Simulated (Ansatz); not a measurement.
The figure comes from a scan of AlN (wurtzite): a phonon pattern at A = (0.0, 0.0, 0.5) is frozen into a 8-atom cell, Q being the largest atomic displacement. Calculation: r2SCAN (plane waves to 500 eV, PAW, scalar-relativistic; Ansatz, a first-principles code). k mesh 12×12×4 (Γ-centred), Fermi-Dirac smearing 0.05 eV. The energy includes the smearing's −TS. AlN was relaxed with its symmetry unable to fall. ΔE is measured from the undisplaced structure.

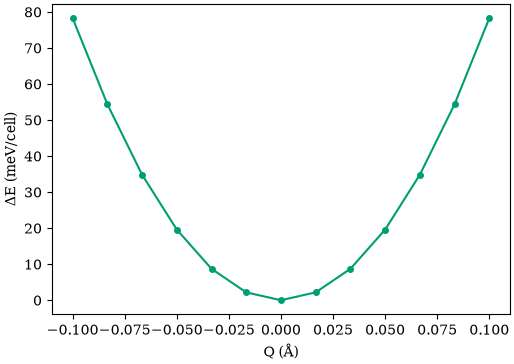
Figure. ΔE (meV/cell) against Q (Å); one marker a computed point.

**Question.** Turn the plot into a table (rounded to what can be read).

**Answer.** To the nearest 1:

```csv
Q (Å),ΔE (meV/cell)
-0.100,78
-0.083,54
-0.067,35
-0.050,20
-0.033,9
-0.017,2
0.000,0
0.017,2
0.033,9
0.050,20
0.067,35
0.083,54
0.100,78
```

(For displaced atoms, the force is minus the slope of the energy, and its curvature is a force constant, which sets phonon frequencies.)
